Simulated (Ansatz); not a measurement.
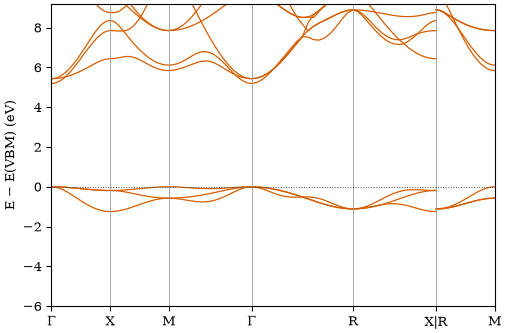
Band structure from the program Ansatz at the r²SCAN level (PAW)

Task: Read off the gap and where the band edges lie.

Result: About 5.2 eV (5.19 eV by a search for the band edges); maximum at M, minimum at Γ.

The material is CsBr (CsCl type, space group No. 221).

Space group Pm-3m (CsCl type). The cell was relaxed with r²SCAN under the symmetry of its start. Scalar-relativistic: spin–orbit coupling is off unless named, which matters more the heavier the elements.

Potentials: the later of the program's two PAW sets.
